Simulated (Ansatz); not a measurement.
# Mo2C monolayer: the cell at rest

Aim: bring Mo2C monolayer to small forces and stress, as phonons need.

Main program and level: Ansatz 0.2.0; DFT PBEsol, scalar-relativistic, plane waves, PAW; PAW set soft_1.

## Step 1: Set-up

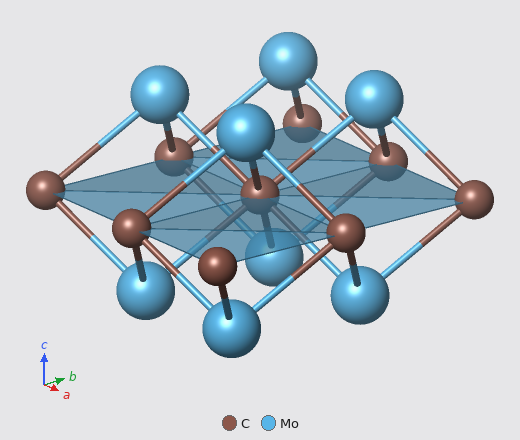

The cell as given, slightly off an axis (carbon brown, molybdenum blue). 2×2×1 cells are drawn. Some periodic images of atoms are drawn too.

The cell holds 3 atoms: 1 C and 2 Mo. Cell: a = 2.950 Å, b = 2.950 Å, c = 20.000 Å, α = 90.0°, β = 90.0°, γ = 120.0°. It derives from Mo2C. Vacuum lies along c.

Structure file:

```cif
data_structure
_symmetry_space_group_name_H-M 'P 1'
_symmetry_Int_Tables_number 1
_cell_length_a 2.9500
_cell_length_b 2.9500
_cell_length_c 20.0000
_cell_angle_alpha 90.000
_cell_angle_beta 90.000
_cell_angle_gamma 120.000
_cell_volume 150.73
loop_
_atom_site_label
_atom_site_type_symbol
_atom_site_fract_x
_atom_site_fract_y
_atom_site_fract_z
_atom_site_occupancy
C1 C 0.00000 0.00000 0.50000 1
Mo2 Mo 0.33333 0.66667 0.56000 1
Mo3 Mo 0.66667 0.33333 0.44000 1
```

## Step 2: A coarse first look

A quick single point on a coarse mesh tells whether the cell has a gap and how far it is from rest, which sets the k mesh and smearing that follow.

The program solves this slab on a cell height of its own, 28.6 Å, in place of the one typed.

File input.yaml:

```yaml
crystal:
  lattice:
    - [2.95, 0.0, 0.0]
    - [-1.475, 2.55477, 0.0]
    - [0.0, 0.0, 20.0]
  atoms:
    - { symbol: C, position: [0.0, 0.0, 0.5] }
    - { symbol: Mo, position: [0.333333, 0.666667, 0.56] }
    - { symbol: Mo, position: [0.666667, 0.333333, 0.44] }
  periodic: [true, true, false]
kpoints:
  mp_grid: { grid: [9, 9, 1] }
hamiltonian:
  xc: pbesol
  pseudopotentials: { kind: paw, azcp: { folder: soft_1 }, xc_functional: pbe }
scf:
  occupations: { method: gaussian, width: 0.1 }
output:
  forces: true
  stress: true
  eigenvalues: true
```

Launch:

```
ansatz run input.yaml --threads 8 --pin off --max-ram 16384MiB --backend cpu --events-out ev --progress --plain --runs-dir out
```

Numbers of over 12 decimals in the logs are rounded to 6 here.

The program printed:

```text
[...]
--- Band table (eV; the first three rows and the last of 12) ---
  k-point 0: bands = [... 12 lower, -7.3555, -6.2308, -6.2308, -5.6744, -5.6103, -4.6821, -4.6821, -3.7388]
  k-point 1: bands = [... 12 lower, -7.2794, -6.7289, -6.0151, -5.9385, -5.4600, -4.8098, -4.6434, -3.5070]
  k-point 2: bands = [... 12 lower, -7.9005, -6.6742, -6.5098, -5.2893, -5.2192, -4.4930, -4.1293, -3.2671]
  k-point 11: bands = [... 12 lower, -6.7404, -6.5920, -6.5920, -5.5156, -3.7172, -3.7172, -2.2010, -2.2010]
[key lines of the parts left out:]
SCF converged after 9 iterations
Free energy (F): -10039.114508 eV
Fermi energy:    -4.942557 eV
P = ½ c Tr σ = -1.7734 N/m
```

Wall time 0.72 s (8 threads of Arm Neoverse V2, shared host); peak memory 0.56 GiB; 4.2 s of CPU time.

This step gave:

```yaml
gap_on_the_k_mesh: 0 eV
area_per_atom: 2.512 Å²
```

The coarse mesh shows no gap.

## Step 3: Bringing the structure to rest

Harmonic phonons are second derivatives at a point where the forces vanish, and they are wanted at zero stress, so atoms and cell are relaxed first.

The program solves this slab on a cell height of its own, 28.6 Å, in place of the one typed.

input.yaml: that of step 2 with these lines changed.

```diff
@@ -11,3 +11,3 @@
 kpoints:
-  mp_grid: { grid: [9, 9, 1] }
+  mp_grid: { grid: [18, 18, 1] }
 hamiltonian:
@@ -21 +21,10 @@
   eigenvalues: true
+  write_density: true
+  write_potential: true
+  elf: true
+  volumetric_format: npy
+relax:
+  adjacent_minimum: "off"
+  f_tol: 0.005
+  max_steps: 80
+  cell: { stress_2d_tol: 0.02 }
```

The program printed:

```text
[...]
Crystal: 3 atoms, lattice volume = 215.546 Å³
Basis set: ecut = 420 eV, 4139 PW (Γ), exchange–correlation on 40×40×384 points (8 copies of the dense FFT grid, shifted against one another)
Bands: 20, of which v1, the nominal top of the filled ones, is band 16 counted from 1 (15 counted from 0)
Symmetry: 12 space group operations
[...]
k-points: 37 of 324
[...]
SCF iter   1: F=—  HF=-10044.109205 eV  |F-HF|=—  |Δ(HF+E_count)|=         —  Δρ=7.24e-2  dr2=2.18e1  ethr=3.10e-3  ⟨swp⟩=11.6  Hψ=6115  notcnv=0
[...]
SCF iter  10: F=-10039.125592 eV  HF=-10039.125592 eV  |F-HF|=3.50e-9  |Δ(HF+E_count)|=   1.80e-8  Δρ=3.69e-7  dr2=6.07e-10  ethr=4.53e-11  ⟨swp⟩=11.9  Hψ=6860  notcnv=0
SCF 1 converged in 10 iterations: F = -10039.125592 eV  dr2 = 6.07e-10
[...]
relax step   1: F+E_penalty+E_count = -10039.12559225 eV  Δ(F+E_penalty+E_count) = +0.000e0 eV  max|allowed force component| = 4.034e-1 eV/Å  Δτ_max = 0.0000 Å  P = -2.113 N/m  Ω = 215.546 Å³  fix = [c, alpha, beta]  reactions: c +0.000 N/m  (10 SCF iters, dr2 threshold 1.00e-7 eV, accepted)
Crystal: 3 atoms, lattice volume = 213.868 Å³
Basis set: ecut = 420 eV, 4127 PW (Γ), exchange–correlation on 40×40×384 points (8 copies of the dense FFT grid, shifted against one another)
[...]
iter 1 solved again at ethr=3.91e-5 eV; its pass at ethr=3.10e-3 eV (dr2=1.25e-2 eV) is discarded
[...]
SCF iter   5: F=-10039.134434 eV  HF=-10039.134434 eV  |F-HF|=1.72e-7  |Δ(HF+E_count)|=   1.93e-6  Δρ=1.19e-5  dr2=2.68e-7  ethr=9.37e-10  ⟨swp⟩=24.2  Hψ=10377  notcnv=0
SCF 2 converged in 5 iterations: F = -10039.134434 eV  dr2 = 2.68e-7
relax step   2: F+E_penalty+E_count = -10039.13443370 eV  Δ(F+E_penalty+E_count) = -8.841e-3 eV  max|allowed force component| = 6.159e-3 eV/Å  Δτ_max = 0.0139 Å  P = +0.561 N/m  Ω = 213.868 Å³  energy of the carried Pulay correction = +1.793e-4 eV  fix = [c, alpha, beta]  reactions: c +0.000 N/m  (5 SCF iters, dr2 threshold 3.00e-7 eV, accepted)
Crystal: 3 atoms, lattice volume = 214.949 Å³
[...]
SCF iter   5: F=-10039.135392 eV  HF=-10039.135392 eV  |F-HF|=2.96e-8  |Δ(HF+E_count)|=   1.13e-7  Δρ=4.65e-6  dr2=1.04e-7  ethr=9.37e-10  ⟨swp⟩=21.2  Hψ=9472  notcnv=0
SCF 3 converged in 5 iterations: F = -10039.135392 eV  dr2 = 1.04e-7
relax step   3: F+E_penalty+E_count = -10039.13539213 eV  Δ(F+E_penalty+E_count) = -9.584e-4 eV  max|allowed force component| = 2.289e-2 eV/Å  Δτ_max = 0.0056 Å  P = +0.208 N/m  Ω = 214.949 Å³  energy of the carried Pulay correction = +6.368e-5 eV  fix = [c, alpha, beta]  reactions: c +0.000 N/m  (5 SCF iters, dr2 threshold 3.00e-7 eV, accepted)
[...]
relax step   4: F+E_penalty+E_count = -10039.13580655 eV  Δ(F+E_penalty+E_count) = -4.144e-4 eV  max|allowed force component| = 1.986e-3 eV/Å  Δτ_max = 0.0097 Å  P = +0.016 N/m  Ω = 216.353 Å³  energy of the carried Pulay correction = -8.575e-5 eV  fix = [c, alpha, beta]  reactions: c +0.000 N/m  (6 SCF iters, dr2 threshold 7.06e-8 eV, accepted)
[...]
SCF iter   1: F=—  HF=-10039.135682 eV  |F-HF|=—  |Δ(HF+E_count)|=         —  Δρ=1.39e-5  dr2=2.84e-8  ethr=1.78e-7  ⟨swp⟩=7.0  Hψ=10032  notcnv=0
eigensolver tolerance schedule: the retry pair's looser diagonalisation over-reported the residual by 2009.22 of it (diagonalisation noise at 0.13 of the residual, at the tolerance the schedule requests for it); recorded, not acted on — ethr = c·dr2/N_el stays at c = 1.0e-1
[...]
SCF iter   2: F=—  HF=-10039.135887 eV  |F-HF|=—  |Δ(HF+E_count)|=   2.05e-4  Δρ=1.60e-6  dr2=6.68e-9  ethr=8.87e-11  ⟨swp⟩=5.2  Hψ=2565  notcnv=0
[...]
SCF iter   7: F=-10039.135887 eV  HF=-10039.135887 eV  |F-HF|=1.75e-9  |Δ(HF+E_count)|=   1.94e-8  Δρ=1.42e-8  dr2=2.92e-13  ethr=1.00e-12  ⟨swp⟩=14.1  Hψ=5760  notcnv=0
SCF 5 converged in 7 iterations: F = -10039.135887 eV  dr2 = 2.92e-13
relax step   5: F+E_penalty+E_count = -10039.13588667 eV  Δ(F+E_penalty+E_count) = -8.012e-5 eV  max|allowed force component| = 2.028e-3 eV/Å  Δτ_max = 0.0000 Å  P = +0.018 N/m  Ω = 216.353 Å³  fix = [c, alpha, beta]  reactions: c +0.000 N/m  stress off target by 1.80e-2 N/m on what of the cell is left free  SCF on the basis re-selected at this cell (its energy is not comparable with the rows above)  (7 SCF iters)
basis re-selected at this cell: Δ(F+E_penalty+E_count) = -8.012e-5 eV, ΔP = +0.002 N/m vs the last step (what re-selecting the basis moved, of the pressure what is left beyond the Pulay correction that the steps carried, after the strain that the cell walked since its last selection, with what the two solves' SCF thresholds leave and, on support functions, any second-order correction that the steps lacked; it is no m [...]
SCF converged after 7 iterations
Free energy (F): -10039.135887 eV
[...]
Internal energy: -10039.123965 eV  (E = F + TS)
E sigma→0 (E₀):  -10039.129926 eV
Entropy (-TS):   -0.011922 eV (-3.974 meV/atom)
Fermi energy:    -5.007425 eV
[...]
--- Forces (eV/Å), atoms counted from 1 ---
  atom   1  C      0.00000000     0.00000000     0.00000000
  atom   2  Mo    -0.00000000    -0.00000000    -0.00202752
  atom   3  Mo     0.00000000     0.00000000     0.00202752
  max |Σ_I F_I| component: 1.29e-31 eV/Å
--- 2D stress c σ (N/m, compression-positive) ---
        0.018014       0.000000       0.000000
        0.000000       0.018014       0.000000
        0.000000       0.000000       0.000000
  P = ½ c Tr σ = 0.0180 N/m
--- Band table (eV; the first three rows and the last of 37) ---
  k-point 0: bands = [... 12 lower, -7.2230, -6.3838, -6.3838, -5.7136, -5.6485, -4.7830, -4.7830, -3.7071]
  k-point 1: bands = [... 12 lower, -7.2029, -6.5551, -6.3117, -5.7698, -5.5965, -4.8287, -4.8037, -3.6345]
  k-point 2: bands = [... 12 lower, -7.2036, -6.8608, -6.1045, -6.0496, -5.4873, -4.8864, -4.7064, -3.4813]
  k-point 36: bands = [... 12 lower, -6.8820, -6.7256, -6.7256, -5.4709, -3.7811, -3.7811, -2.1911, -2.1911]
--- Relaxed structure (4 steps of the walk, 4 accepted, 1 SCFs on fresh bases) ---
  F+E_penalty+E_count = -10039.13588667 eV   max|allowed force component| = 2.028e-3 eV/Å   (the final SCF, on the basis selected at the relaxed cell)
  cell:  # Å, volume = 216.3530 Å³
    - [2.955515, 0.0, 0]
    - [-1.477757, 2.559551, 0]
    - [0, 0, 28.6]
  atoms:
    - { symbol: C, position: [0, 0, 0.349650] }
    - { symbol: Mo, position: [0.333333, 0.666667, 0.390587] }
    - { symbol: Mo, position: [0.666667, 0.333333, 0.308713] }
```

Wall time 8 s (8 threads); peak memory 0.69 GiB.

Relaxation path:

```
step  energy less that of the first step (eV)  largest force component (eV/Å)  volume (Å³)
   1                                   0.0000                          0.4034       215.55
   2                                  -0.0088                          0.0062       213.87
   3                                  -0.0098                          0.0229       214.95
   4                                  -0.0102                          0.0020       216.35
  5*                                  -0.0103                          0.0020       216.35
```

Relaxation steps marked * repeat the geometry before them on a plane-wave basis chosen anew for their cell, so energy and pressure can jump there.

The run keeps the 12 symmetry operations that it works with, so distortions that break them were not tested.

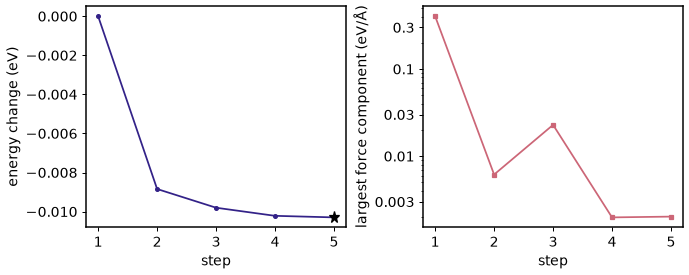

Energy and largest force along the relaxation. Stars mark steps on a basis chosen anew.

```
cell as run  before  after  change
      a (Å)   2.950  2.956  +0.2 %
      b (Å)   2.950  2.956  +0.2 %
```

The atoms that moved most (Å, along periodic axes as changes of fractional coordinates times the final cell, across vacuum about the mean position):

```
atom     dx     dy      dz  length
 Mo3  0.000  0.000   0.029   0.029
 Mo2  0.000  0.000  -0.029   0.029
```

The relaxed structure:

```
C Mo
1.0
     2.95551    0.00000    0.00000
    -1.47776    2.55955    0.00000
     0.00000    0.00000   28.60000
C Mo
1 2
Direct
  0.00000 0.00000 0.34965
  0.33333 0.66667 0.39059
  0.66667 0.33333 0.30871
```

Numbers from this step:

| Quantity | Value |
| --- | --- |
| area per atom | 2.522 Å² |

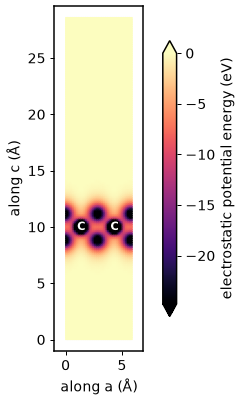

Electrostatic potential energy in the ac plane at fractional y = 0.000, with atoms of C within 0.2 Å of it. With pseudopotentials it is smooth inside the atoms' cores, unlike the true potential. The map starts off the cell's origin, so that atoms lie inside it.

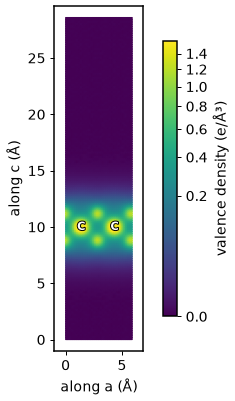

Valence density in the ac plane at fractional y = 0.000, with atoms of C within 0.2 Å of it. It is the smooth field of the valence electrons, not physical close to the nuclei. The map starts off the cell's origin, so that atoms lie inside it. The colour scale is stretched toward low values.

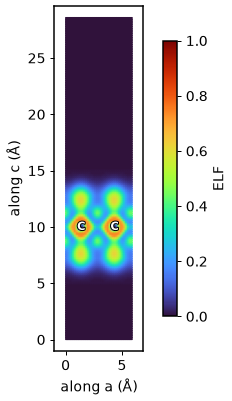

ELF in the ac plane at fractional y = 0.000, with atoms of C within 0.2 Å of it. It is the smooth field of the valence electrons, not physical close to the nuclei. The map starts off the cell's origin, so that atoms lie inside it.

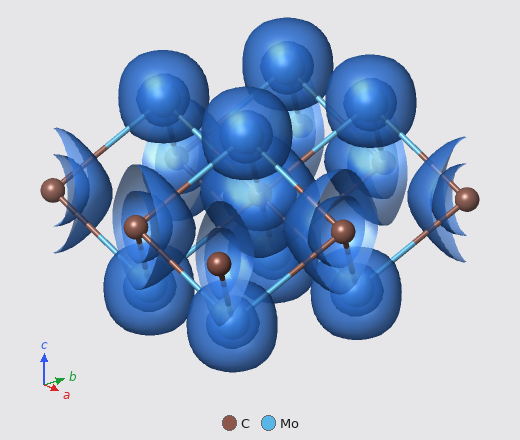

Surface of ELF = 0.67. 2×2×1 cells are drawn.

The relaxation ends with a largest force component of 0.0020 eV/Å.

## Step 4: Relaxing to small forces for the phonons

Phonons need a cell at rest on their own settings, so the relaxation is repeated with tight tolerances on forces and stress on the k mesh and occupations of the first response run.

input.yaml, the sections that differ from step 3:

```yaml
crystal:
  lattice:
    - [2.9555147615, 0.0, 0.0]
    - [-1.4777573808, 2.5595508647, 0.0]
    - [0.0, 0.0, 28.6]
  atoms:
    - { symbol: C, position: [0.0, 0.0, 0.3496503497] }
    - { symbol: Mo, position: [0.3333333333, 0.6666666667, 0.3905874797] }
    - { symbol: Mo, position: [0.6666666667, 0.3333333333, 0.3087132196] }
  periodic: [true, true, false]
scf:
  occupations: { method: methfessel_paxton, width: 0.2 }
output:
  forces: true
  stress: true
  eigenvalues: true
relax:
  adjacent_minimum: "off"
  f_tol: 0.001
  max_steps: 60
  cell: { stress_2d_tol: 0.002 }
# kpoints, hamiltonian: as in step 3
```

The program printed:

```text
[...]
Crystal: 3 atoms, lattice volume = 216.353 Å³
Basis set: ecut = 420 eV, 4151 PW (Γ), exchange–correlation on 40×40×384 points (8 copies of the dense FFT grid, shifted against one another)
Bands: 20, of which v1, the nominal top of the filled ones, is band 16 counted from 1 (15 counted from 0)
[... 1 set-up line as in the run before ...]
[...]
k-points: 37 of 324
[...]
--- Relaxed structure (5 steps of the walk, 4 accepted, 1 SCFs on fresh bases) ---
[...]
cell:  # Å, volume = 216.9953 Å³
    - [2.959899, 2.8910214365935763e-11, 0]
    - [-1.479949, 2.563348, 0]
    - [0, 0, 28.6]
  atoms:
    - { symbol: C, position: [0, 0, 0.349650] }
    - { symbol: Mo, position: [0.333333, 0.666667, 0.390416] }
    - { symbol: Mo, position: [0.666667, 0.333333, 0.308884] }
[key lines of the parts left out:]
SCF converged after 7 iterations
Free energy (F): -10039.128035 eV
Fermi energy:    -4.991429 eV
P = ½ c Tr σ = 0.0015 N/m
```

Wall time 8.6 s (8 threads); peak memory 0.68 GiB.

The steps of the relaxation:

```
step  energy less that of the first step (eV)  largest force component (eV/Å)  volume (Å³)
   1                                   0.0000                          0.0156       216.35
   2                                   0.0000                          0.0114       216.54
   3                                   0.0000                          0.0028       217.00
   4                                   0.0000                          0.0031       217.01
   5                                   0.0000                          0.0005       217.00
  6*                                  -0.0001                          0.0005       217.00
```

Relaxation steps marked * repeat the geometry before them on a plane-wave basis chosen anew for their cell, so energy and pressure can jump there. Relaxation step 4 was tried and not accepted.

Forces are held to the 12 operations that the run works with; a distortion that breaks them can't arise in this run.

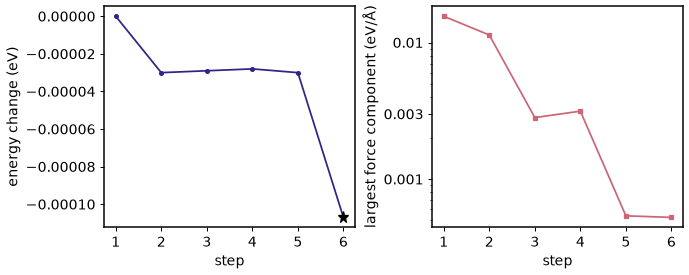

Energy and largest force along the relaxation. Stars mark steps on a basis chosen anew.

```
cell as run  before  after  change
      a (Å)   2.956  2.960  +0.1 %
      b (Å)   2.956  2.960  +0.1 %
```

Final coordinates:

```xyz
3
Lattice="2.9599 0.0000 0.0000 -1.4799 2.5633 0.0000 0.0000 0.0000 28.6000" Properties=species:S:1:pos:R:3
C     0.0000    0.0000   10.0000
Mo    0.0000    1.7089   11.1659
Mo    1.4799    0.8544    8.8341
```

This step gave:

* area per atom: 2.529 Å²

The largest force component left is 0.53 meV/Å, within the tolerances set.

## Step 5: Summary of results

| Property | Result |
| --- | --- |
| space group after relaxation (within 0.01 Å) | P-3m1 |
| lattice constant a | 2.960 Å |
| lattice constant b | 2.960 Å |
| area per atom | 2.53 Å² |

In words: The largest force component left is 0.53 meV/Å, within the tolerances set. The relaxation keeps the symmetry of its start, so it says nothing on stability against lower symmetry. The PAW files were made for PBE and serve the other functionals too. The starting cell was built on a prototype and not taken from a measurement.

[Logs are printed without paths, hosts, clocks, repeated set-up lines and the standing remarks that a program may print on its own settings, such as how far it seeks lower states.]

[Hosts, paths, dates, database ids (printed as entryN), source tags and the programs' standing remarks are cut or masked in the printed files.]
